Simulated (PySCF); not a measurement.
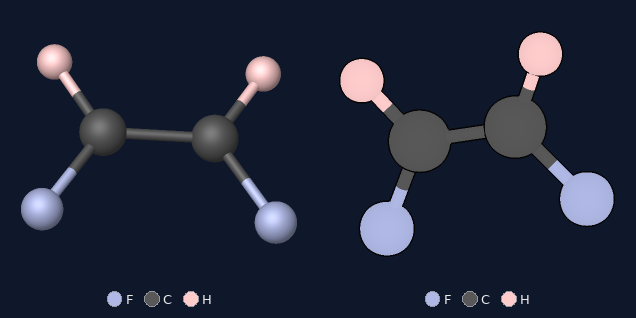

The same structure drawn twice, from different directions.

The geometry was computed by an optimisation with PBE0-D3(BJ)/def2-SVP. No frequency run is at hand to confirm it as a minimum.

Description:

The molecule is C₂H₂F₂. Its SMILES string is `F/C=C\F`. It has no ring. Among its groups: alkene, C–F bond. The point group is C2v. All atoms lie on one plane. Coordination: 2 C trigonal planar.

The parts below concern this one geometry. Atoms keep their numbers from picture to picture.

**Levels of theory compared**

No frequency run is at hand to confirm it as a minimum. Program: PySCF 2.14.0.

Compare HOMO–LUMO gap (eV), lowest singlet excitation (eV), dipole (D) at these levels: B3LYP/def2-SVPD; BHandHLYP/def2-SVPD; HF/def2-SVPD; PBE/def2-SVPD; PBE0/6-31G*; PBE0/def2-SVP; PBE0/def2-TZVP; PBE0/def2-TZVPD.

```tsv
level	HOMO–LUMO gap (eV)	lowest singlet excitation (eV)	dipole (D)
B3LYP/def2-SVPD	7.42	6.45	2.26
BHandHLYP/def2-SVPD	9.94	6.85	2.45
HF/def2-SVPD	13.18	7.32	2.62
PBE/def2-SVPD	5.56	6.17	2.05
PBE0/6-31G*	8.07	7.61	2.09
PBE0/def2-SVP	7.99	7.44	2.21
PBE0/def2-TZVP	7.94	6.99	2.21
PBE0/def2-TZVPD	7.83	6.36	2.17
```

**Polarisability**

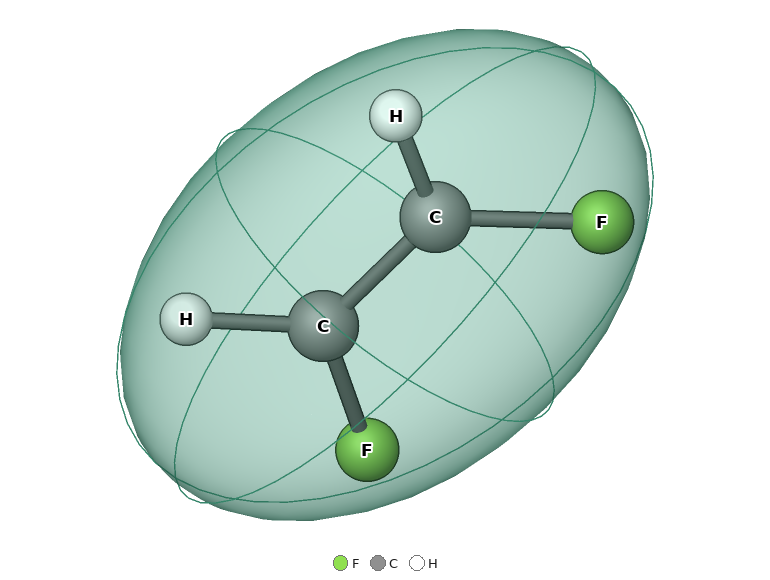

The ellipsoid shows the static dipole polarisability: its half-axes are proportional to the principal values. No frequency run is at hand to confirm it as a minimum. Level of theory: PBE0/def2-TZVP (PySCF 2.14.0).

**How large and how anisotropic is the polarisability?**

Principal values 18.1, 24.4, 34.2 bohr³; mean 25.5 bohr³ (3.79 Å³); anisotropy 14.1 bohr³, so the longest axis is 1.89 times the shortest.

**Spin–spin coupling**

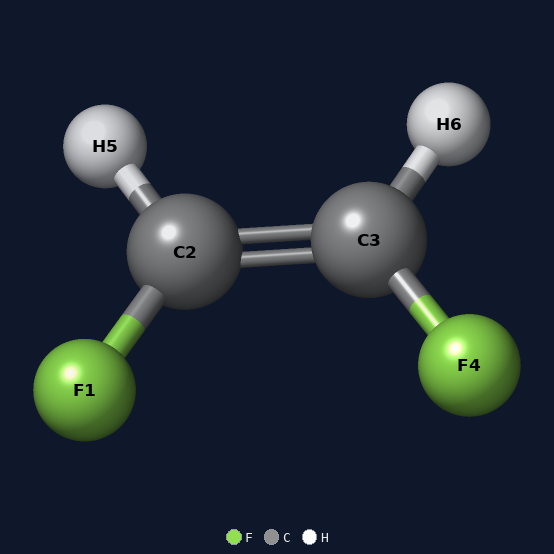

No frequency run is at hand to confirm it as a minimum. Method: B3LYP/pcJ-1 indirect spin-spin coupling, non-relativistic, gas phase (PySCF 2.14.0). Isotopes: 13C, 19F, 1H.

Give the spin–spin coupling constants of these pairs, with the number of bonds between them: F1/C2, C2/H5, C2/C3, C3/F4, C3/H6, F1/C3, F1/H5, C2/H6, C3/H5, F1/F4, F4/H5, H5/H6.

| pair | bonds apart | J (Hz) |
| --- | --- | --- |
| F1, C2 | 1 | −338.0 |
| C2, H5 | 1 | 209.0 |
| C2, C3 | 1 | 108.4 |
| C3, F4 | 1 | −338.2 |
| C3, H6 | 1 | 208.9 |
| F1, C3 | 2 | 6.6 |
| F1, H5 | 2 | 76.4 |
| C2, H6 | 2 | 27.1 |
| C3, H5 | 2 | 27.2 |
| F1, F4 | 3 | 1.6 |
| F4, H5 | 3 | 17.5 |
| H5, H6 | 3 | 2.8 |

Density functionals are unreliable for couplings to fluorine, so those rows may be far off.
